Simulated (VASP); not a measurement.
**Quasiparticle energies of C (Diamond) in VASP**

Wanted: how far GW moves the Kohn-Sham levels of C (Diamond). The cell has space group Fd-3m. The start is a cell from a database of measured crystal structures.

Main program and level: VASP 6.6.1; PBE; plane waves and PAW (C_GW), in the first sound run; inputs show where later runs differ.

### 1. Set-up

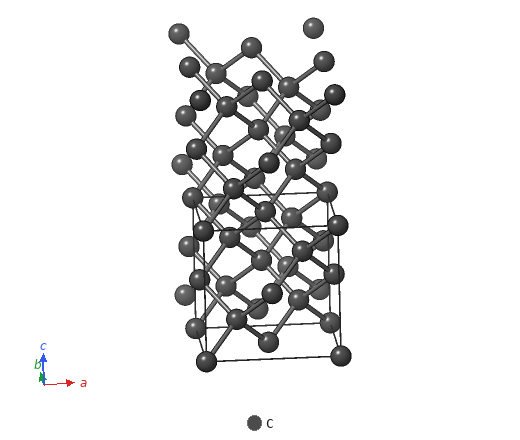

Start, viewed slightly off an axis; carbon dark grey. 1×2×2 cells are drawn. This picture shows the conventional cell, with its axes. Bonds to atoms that aren't drawn are left out. Some periodic images of atoms are drawn too.

As a file:

```cif
data_structure
_symmetry_space_group_name_H-M 'P 1'
_symmetry_Int_Tables_number 1
_cell_length_a 2.5221
_cell_length_b 2.5221
_cell_length_c 2.5221
_cell_angle_alpha 60.000
_cell_angle_beta 60.000
_cell_angle_gamma 60.000
_cell_volume 11.34
loop_
_atom_site_label
_atom_site_type_symbol
_atom_site_fract_x
_atom_site_fract_y
_atom_site_fract_z
_atom_site_occupancy
C1 C 0.75000 0.75000 0.75000 1
C2 C 0.50000 0.50000 0.50000 1
```

### 2. Empty bands

The next step needs empty bands that the ground-state run didn't converge, so the Hamiltonian is diagonalised exactly for NBANDS bands, in a single step. LOPTICS writes the k-derivatives of the orbitals (WAVEDER), which give the long-wavelength limit of the screening.

Input file INCAR:

```
SYSTEM = C
PREC = Accurate
ENCUT = 440
ISMEAR = 0
SIGMA = 0.01
LREAL = .FALSE.
GGA = PE
NBANDS = 16
ALGO = Exact
NELM = 1
LWAVE = .TRUE.
LCHARG = .FALSE.
LOPTICS = .TRUE.
NEDOS = 1000
CSHIFT = 0.1
```

Input file POSCAR:

```
C
1.0
    0.0000000000      1.7833700000      1.7833700000
    1.7833700000      0.0000000000      1.7833700000
    1.7833700000      1.7833700000      0.0000000000
C
2
Direct
    0.7500000000      0.7500000000      0.7500000000
    0.5000000000      0.5000000000      0.5000000000
```

Input file KPOINTS:

```
Automatic mesh
0
Gamma
4 4 4
0 0 0
```

Potentials, in the order of the species: C_GW (PBE family, release 64).

Launch:

```console
> mpirun -np 8 vasp_std
```

What it wrote:

```text
[banner, memory and clock lines left out]
running    8 mpi-ranks, on    1 nodes
 distrk:  each k-point on    8 cores,    1 groups
 distr:  one band on    1 cores,    8 groups

 POSCAR found type information on POSCAR C
 POSCAR found :  1 types and       2 ions
|                                                                             |
|           W    W    AA    RRRRR   N    N  II  N    N   GGGG   !!!           |
|           W    W   A  A   R    R  NN   N  II  NN   N  G    G  !!!           |
|           W    W  A    A  R    R  N N  N  II  N N  N  G       !!!           |
|           W WW W  AAAAAA  RRRRR   N  N N  II  N  N N  G  GGG   !            |
|           WW  WW  A    A  R   R   N   NN  II  N   NN  G    G                |
|           W    W  A    A  R    R  N    N  II  N    N   GGGG   !!!           |
|                                                                             |
|     For optimal performance we recommend to set                             |
|       NCORE = 2 up to number-of-cores-per-socket                            |
|     NCORE specifies how many cores store one orbital (NPAR=cpu/NCORE).      |
|     This setting can greatly improve the performance of VASP for DFT.       |
|     The default, NCORE=1 might be grossly inefficient on modern             |
|     multi-core architectures or massively parallel machines. Do your        |
|     Unfortunately you need to use the default for GW and RPA                |
|     calculations (for HF NCORE is supported but not extensively tested      |
|     yet).                                                                   |
|                                                                             |

 LDA part: xc-table for (Slater+PW92), standard interpolation
 found WAVECAR, reading the header
  number of bands has changed, file:    10 present:    16
  trying to continue reading WAVECAR, but it might fail
 POSCAR, INCAR and KPOINTS ok, starting setup
 FFT: planning ... GRIDC
 FFT: planning ... GRID_SOFT
 FFT: planning ... GRID
 reading WAVECAR
 random initialization beyond band           10
 the WAVECAR file was read successfully
 initial charge from wavefunction
 entering main loop
       N       E                     dE             d eps       ncg     rms          rms(c)
DIA:   1    -0.180302845074E+02   -0.18030E+02    0.00000E+00     0   0.000E+00
   1 F= -.18030285E+02 E0= -.18030285E+02  d E =-.291126E-17
 writing wavefunctions
 optical routines
 imaginary and real dielectric function
 recalculating local potential from charge density
 direction            1
 direction            2
 direction            3
```

Elapsed: 1.4 s, on 8 MPI ranks of Intel Xeon Platinum 8259CL at 2.50GHz (Skylake/Cascade Lake), shared host; peak memory 0.8 GiB.

Lines that name or quote the potential files are left out of all logs, and their timing lines are given in words.

From OUTCAR (step 2):

```text
ion  position               nearest neighbor table
   1  0.750  0.750  0.750-   2 1.54   2 1.54   2 1.54   2 1.54
   2  0.500  0.500  0.500-   1 1.54   1 1.54   1 1.54   1 1.54

  LATTYP: Found a face centered cubic cell.
 ALAT       =     3.5667400000

 Subroutine GETGRP returns: Found 48 space group operations
 (whereof 24 operations were pure point group operations)

The static configuration has the point symmetry T_d .
 The point group associated with its full space group is O_h .

 Found      8 irreducible k-points:

   k-points           NKPTS =      8   k-points in BZ     NKDIM =      8   number of bands    NBANDS=     16

   dimension x,y,z NGX =    18 NGY =   18 NGZ =   18
   dimension x,y,z NGXF=    36 NGYF=   36 NGZF=   36

   ENCUT  =  440.0 eV  32.34 Ry    5.69 a.u.   4.31  4.31  4.31*2*pi/ulx,y,z

   NELECT =       8.0000    total number of electrons

 k-points in reciprocal lattice and weights: Automatic mesh
   0.00000000  0.00000000  0.00000000       0.016
   0.25000000  0.00000000  0.00000000       0.125
   0.50000000  0.00000000  0.00000000       0.062
   0.25000000  0.25000000  0.00000000       0.094
   0.50000000  0.25000000  0.00000000       0.375
  -0.25000000  0.25000000  0.00000000       0.188
   0.50000000  0.50000000  0.00000000       0.047
  -0.25000000  0.50000000  0.25000000       0.094

 average (electrostatic) potential at core
       1 -45.3067       2 -45.3067

 E-fermi :   9.8508

 k-point     1 :       0.0000    0.0000    0.0000
  band No.  band energies     occupation
      1     -11.6919      2.00000
      2       9.7941      2.00000
      3       9.7941      2.00000
      4       9.7941      2.00000
      5      15.3788      0.00000
      6      15.3788      0.00000
      7      15.3788      0.00000
      8      23.1128      0.00000
      9      29.0791      0.00000
    ...

 k-point     2 :       0.2500    0.0000    0.0000
  band No.  band energies     occupation
      1      -9.9767      2.00000
      2       3.2035      2.00000
      3       8.0497      2.00000
      4       8.0497      2.00000
      5      17.5796      0.00000
      6      17.5796      0.00000
      7      17.9335      0.00000
      8      24.4257      0.00000
      9      30.5013      0.00000
    ...

 k-point     3 :       0.5000    0.0000    0.0000
  band No.  band energies     occupation
      1      -5.9155      2.00000
      2      -3.5889      2.00000
      3       6.9997      2.00000
      4       6.9997      2.00000
      5      18.2468      0.00000
      6      18.2468      0.00000
      7      18.6304      0.00000
      8      25.4890      0.00000
      9      31.6884      0.00000
    ...

  Total       -0.2133314     -0.2133314     -0.2133314     -0.0000000     -0.0000000      0.0000000
  in kB      -30.1308290    -30.1308290    -30.1308290     -0.0000000     -0.0000000      0.0000000
  external PRESSURE =     -30.1308290 kB  Pullay stress =       0.0000000 kB

  energy-cutoff  :      440.00
  volume of cell :       11.34
      direct lattice vectors                 reciprocal lattice vectors
     0.000000000  1.783370000  1.783370000    -0.280368067  0.280368067  0.280368067
     1.783370000  0.000000000  1.783370000     0.280368067 -0.280368067  0.280368067
     1.783370000  1.783370000  0.000000000     0.280368067  0.280368067 -0.280368067

 POSITION                                       TOTAL-FORCE (eV/Angst)
 -----------------------------------------------------------------------------------
      2.67505      2.67505      2.67505        -0.000000     -0.000000     -0.000000
      1.78337      1.78337      1.78337         0.000000      0.000000      0.000000
 -----------------------------------------------------------------------------------
    total drift:                                0.000000     -0.000000      0.000000

  FREE ENERGIE OF THE ION-ELECTRON SYSTEM (eV)
  ---------------------------------------------------
  free  energy   TOTEN  =       -18.0302845074 eV

  energy  without entropy=      -18.0302845074  energy(sigma->0) =      -18.03028451

 plasma frequency squared (from intraband transitions) (eV^2)
  --------------------------------------------------------------------------------------
       0.000       0.000       0.000
       0.000       0.000       0.000
      -0.000       0.000       0.000

[... 3 further parts left out ...]
```

WAVECAR now holds 16 bands for 8 electrons. Its independent-particle dielectric tensor has xx, yy, zz = 7.5, 7.5, 7.5 on this mesh, which isn't tested for convergence in mesh or bands and lacks local fields.

### 3. G0W0, bands in the sums 16

This step: G0W0 on PBE; plane waves and PAW (C_GW) (VASP 6.6.1).

G0W0 keeps orbitals and screening fixed and shifts each of the lowest NBANDSGW levels once.

Input file INCAR:

```
SYSTEM = C
PREC = Accurate
ENCUT = 440
ISMEAR = 0
SIGMA = 0.01
LREAL = .FALSE.
GGA = PE
NBANDS = 16
ALGO = EVGW0
NELMGW = 1
ENCUTGW = 200
NOMEGA = 64
PRECFOCK = Fast
NBANDSGW = 16
LWAVE = .FALSE.
LCHARG = .FALSE.
```

POSCAR is that of step 2.

KPOINTS is that of step 2.

Launch:

```console
> mpirun -np 8 vasp_std
```

What it wrote:

```text
[banner, memory and clock lines left out]
running    8 mpi-ranks, on    1 nodes
 distrk:  each k-point on    8 cores,    1 groups
 distr:  one band on    1 cores,    8 groups

 POSCAR found type information on POSCAR C
 POSCAR found :  1 types and       2 ions
 [... a notice as in an earlier step ...]

|                                                                             |
|           W    W    AA    RRRRR   N    N  II  N    N   GGGG   !!!           |
|           W    W   A  A   R    R  NN   N  II  NN   N  G    G  !!!           |
|           W    W  A    A  R    R  N N  N  II  N N  N  G       !!!           |
|           W WW W  AAAAAA  RRRRR   N  N N  II  N  N N  G  GGG   !            |
|           WW  WW  A    A  R   R   N   NN  II  N   NN  G    G                |
|           W    W  A    A  R    R  N    N  II  N    N   GGGG   !!!           |
|                                                                             |
|     The default for ENCUTGWSOFT is different in this version of VASP.       |
|     please manually set ENCUTGWSOFT =200 in the INCAR file.                 |
|                                                                             |

 LDA part: xc-table for (Slater+PW92), standard interpolation
 found WAVECAR, reading the header
 POSCAR, INCAR and KPOINTS ok, starting setup
 FFT: planning ... GRIDC
 FFT: planning ... GRID_SOFT
 FFT: planning ... GRID
 reading WAVECAR
 the WAVECAR file was read successfully
 initial charge from wavefunction
 available memory per node:     67.68 GB, setting MAXMEM to     69304

 The Fermi energy was updated, please check that it is located mid-gap
 values below the HOMO (VB) or above the LUMO (CB) will cause erroneous energies
 E-fermi :  12.0111

 calculate exact exchange contribution
 the WAVEDER file was read successfully
energies w=
    0.000    0.000    0.968    0.000    1.933    0.000    2.895    0.000
    3.849    0.000    4.796    0.000    5.733    0.000    6.660    0.000
    7.574    0.000    8.477    0.000    9.367    0.000   10.244    0.000
   11.110    0.000   11.964    0.000   12.807    0.000   13.640    0.000
   14.465    0.000   15.282    0.000   16.093    0.000   16.900    0.000
   17.703    0.000   18.506    0.000   19.308    0.000   20.114    0.000
   20.923    0.000   21.739    0.000   22.563    0.000   23.399    0.000
   24.248    0.000   25.114    0.000   25.999    0.000   26.906    0.000
   27.840    0.000   28.804    0.000   29.803    0.000   30.842    0.000
   31.925    0.000   33.060    0.000   34.255    0.000   35.515    0.000
   36.854    0.000   38.280    0.000   39.806    0.000   41.449    0.000
   43.228    0.000   45.163    0.000   47.283    0.000   49.618    0.000
   52.211    0.000   55.111    0.000   58.382    0.000   62.105    0.000
   66.388    0.000   71.371    0.000   77.247    0.000   84.282    0.000
   92.858    0.000  103.543    0.000  117.215    0.000  135.315    0.000
  160.377    0.000  197.311    0.000  257.040    0.000  369.784    0.000
 responsefunction array rank=      80
 LDA part: xc-table for (Slater+PW92), standard interpolation

 min. memory requirement per mpi rank     43.7 MB, per node    349.6 MB

 allocating   8 responsefunctions rank=    80
 shmem allocating  64 responsefunctions rank=    80
 response function shared by NCSHMEM nodes    1
 Doing            8  frequencies on each core in blocks of           64
NQ=   1    0.0000    0.0000    0.0000,
|.........|.........|.........|.........|.........|.........|.........|.........
 performed         10000 updates of chi_q(r,r)
 total number of BLAS operations          0.35 Gflops
NQ=   2    0.2500    0.0000    0.0000,
|.........|.........|.........|.........|.........|.........|.........|.........
 performed         34000 updates of chi_q(r,r)
 total number of BLAS operations          1.26 Gflops
NQ=   3    0.5000    0.0000    0.0000,
|.........|.........|.........|.........|.........|.........|.........|.........
 performed         54000 updates of chi_q(r,r)
 total number of BLAS operations          2.20 Gflops
NQ=   4    0.2500    0.2500    0.0000,
|.........|.........|.........|.........|.........|.........|.........|.........
 performed         78000 updates of chi_q(r,r)
 total number of BLAS operations          3.34 Gflops
NQ=   5    0.5000    0.2500    0.0000,
|.........|.........|.........|.........|.........|.........|.........|.........
 performed        113000 updates of chi_q(r,r)
 total number of BLAS operations          4.91 Gflops
NQ=   6   -0.2500    0.2500    0.0000,
|.........|.........|.........|.........|.........|.........|.........|.........
 performed        144000 updates of chi_q(r,r)
 total number of BLAS operations          6.34 Gflops
NQ=   7    0.5000    0.5000    0.0000,
|.........|.........|.........|.........|.........|.........|.........|.........
 performed        161000 updates of chi_q(r,r)
 total number of BLAS operations          6.91 Gflops
NQ=   8   -0.2500    0.5000    0.2500,
|.........|.........|.........|.........|.........|.........|.........|.........
 performed        184000 updates of chi_q(r,r)
 total number of BLAS operations          7.78 Gflops
 resolving degeneracies of screened two electron integrals

 calculate QP shifts <psi_nk| G(iteration)W_0 |psi_nk>: iteration 1
 entering main loop
```

Run time: 3 s. Hardware: 8 MPI ranks; peak memory 0.83 GiB; 16 s of CPU time.

Parts of OUTCAR (step 3):

```text
 Found      8 irreducible k-points:

   k-points           NKPTS =      8   k-points in BZ     NKDIM =     64   number of bands    NBANDS=     16

   NELECT =       8.0000    total number of electrons

 E-fermi :  12.0111

 QP shifts <psi_nk| G(iteration)W_0 |psi_nk>: iteration 1
 for sc-GW calculations column KS-energies equals QP-energies in previous step
 and V_xc(KS)=  KS-energies - (<T + V_ion + V_H > + <T+V_H+V_ion>^1  + <V_x>^1)
 k-point   1 :       0.0000    0.0000    0.0000
  band No.  KS-energies  QP-energies   sigma(KS)   V_xc(KS)     V^pw_x(r,r')   Z            occupation Imag(sigma)
      1     -11.6919     -12.8755     -16.3031     -14.7702     -25.4036       0.7721       2.0000       1.5527
      2       9.7941       9.8782     -16.7013     -16.8027     -19.5047       0.8295       2.0000       0.0694
      3       9.7941       9.8782     -16.7013     -16.8027     -19.5047       0.8295       2.0000       0.0694
      4       9.7941       9.8782     -16.7013     -16.8027     -19.5047       0.8295       2.0000       0.0694
      5      15.3788      17.2557     -13.2359     -15.5181      -9.0970       0.8224       0.0000      -0.0807
      6      15.3788      17.2557     -13.2359     -15.5181      -9.0970       0.8224       0.0000      -0.0807
      7      15.3788      17.2557     -13.2359     -15.5181      -9.0970       0.8224       0.0000      -0.0807
      8      23.1128      24.8776     -14.0869     -16.3824      -7.6915       0.7688       0.0000      -0.2188
    ...

 k-point   2 :       0.2500    0.0000    0.0000
  band No.  KS-energies  QP-energies   sigma(KS)   V_xc(KS)     V^pw_x(r,r')   Z            occupation Imag(sigma)
      1      -9.9767     -11.1072     -16.3686     -14.8992     -24.9790       0.7694       2.0000       1.2946
      2       3.2035       2.6799     -16.3344     -15.6793     -20.6343       0.7992       2.0000       0.1383
      3       8.0497       7.9930     -16.5549     -16.4860     -19.7062       0.8229       2.0000       0.0803
      4       8.0497       7.9930     -16.5549     -16.4860     -19.7062       0.8229       2.0000       0.0803
      5      17.5796      19.5860     -13.2257     -15.6825      -8.6187       0.8167       0.0000      -0.0996
      6      17.5796      19.5860     -13.2257     -15.6825      -8.6187       0.8167       0.0000      -0.0996
      7      17.9335      19.6761     -13.5441     -15.6862      -8.8359       0.8135       0.0000      -0.1057
      8      24.4257      26.3796     -13.2108     -15.7347      -6.7049       0.7741       0.0000      -0.2588
    ...

 k-point   3 :       0.5000    0.0000    0.0000
  band No.  KS-energies  QP-energies   sigma(KS)   V_xc(KS)     V^pw_x(r,r')   Z            occupation Imag(sigma)
      1      -5.9155      -6.8927     -16.9448     -15.6479     -24.5822       0.7535       2.0000       0.7557
      2      -3.5889      -4.4178     -15.6711     -14.5828     -21.9706       0.7616       2.0000       0.4172
      3       6.9997       6.8255     -16.6351     -16.4220     -20.1320       0.8180       2.0000       0.0912
      4       6.9997       6.8255     -16.6351     -16.4220     -20.1320       0.8180       2.0000       0.0912
      5      18.2468      20.2094     -12.7414     -15.1408      -7.9660       0.8179       0.0000      -0.1056
      6      18.2468      20.2094     -12.7414     -15.1408      -7.9660       0.8179       0.0000      -0.1056
      7      18.6304      20.2377     -13.6613     -15.6481      -8.6559       0.8090       0.0000      -0.1157
      8      25.4890      27.3001     -11.6134     -13.9351      -5.1010       0.7801       0.0000      -0.2676
    ...

[... 8 parts as in an earlier step ...]

[... 5 further parts left out ...]
```

This step gave:

```yaml
quasiparticle_gap_on_the_mesh: 5.850 eV
smallest_direct_quasiparticle_gap_on_the_mesh: 7.378 eV
gap_of_the_starting_orbitals_on_the_mesh: 4.434 eV
```

GW takes the gap from 4.434 to 5.850 eV. The value holds for 16 bands, ENCUTGW = 200 eV and this mesh, and isn't shown to be converged in them.

### 4. Empty bands

This step: PBE; plane waves and PAW (C_GW) (VASP 6.6.1).

The empty bands are made again, for the run that follows.

Input file INCAR:

```
SYSTEM = C
PREC = Accurate
ENCUT = 440
ISMEAR = 0
SIGMA = 0.01
LREAL = .FALSE.
GGA = PE
NBANDS = 24
ALGO = Exact
NELM = 1
LWAVE = .TRUE.
LCHARG = .FALSE.
LOPTICS = .TRUE.
NEDOS = 1000
CSHIFT = 0.1
```

POSCAR is that of step 3.

KPOINTS is that of step 3.

Launch:

```console
> mpirun -np 8 vasp_std
```

What it wrote:

```text
[banner, memory and clock lines left out]
running    8 mpi-ranks, on    1 nodes
[...]
[... a notice as in an earlier step ...]

 LDA part: xc-table for (Slater+PW92), standard interpolation
 found WAVECAR, reading the header
  number of bands has changed, file:    10 present:    24
  trying to continue reading WAVECAR, but it might fail
 POSCAR, INCAR and KPOINTS ok, starting setup
[...]
reading WAVECAR
 random initialization beyond band           10
 the WAVECAR file was read successfully
 initial charge from wavefunction
 entering main loop
       N       E                     dE             d eps       ncg     rms          rms(c)
DIA:   1    -0.180302845073E+02   -0.18030E+02    0.00000E+00     0   0.000E+00
   1 F= -.18030285E+02 E0= -.18030285E+02  d E =-.292458E-80
 writing wavefunctions
 optical routines
 imaginary and real dielectric function
 recalculating local potential from charge density
 direction            1
 direction            2
 direction            3
```

Run time: 1.4 s. Hardware: 8 MPI ranks; peak memory 0.78 GiB.

Parts of OUTCAR (step 4):

```text
 POSITION                                       TOTAL-FORCE (eV/Angst)
 -----------------------------------------------------------------------------------
      2.67505      2.67505      2.67505         0.000000      0.000000      0.000000
      1.78337      1.78337      1.78337        -0.000000     -0.000000     -0.000000
 -----------------------------------------------------------------------------------
    total drift:                                0.000000     -0.000000      0.000000

  FREE ENERGIE OF THE ION-ELECTRON SYSTEM (eV)
  ---------------------------------------------------
  free  energy   TOTEN  =       -18.0302845073 eV

  energy  without entropy=      -18.0302845073  energy(sigma->0) =      -18.03028451

[... 2 parts as in an earlier step ...]

[... 2 further parts left out ...]
[key lines of the parts left out:]
E-fermi :   9.9272
```

WAVECAR now holds 24 bands for 8 electrons.

(Continued in part 2 of 4.)

[Lines on the potential files, build, host, timing and source positions are cut from VASP's logs without a mark.]

[Logs are printed without paths, hosts, clocks, repeated set-up lines and the standing remarks that a program may print on its own settings, such as how far it seeks lower states.]

[Hosts, paths, dates, database ids (printed as entryN), source tags and the programs' standing remarks are cut or masked in the printed files.]

[Pressures printed for these runs are not shown converged in the cutoff: they can be off by several GPa and have the wrong sign.]
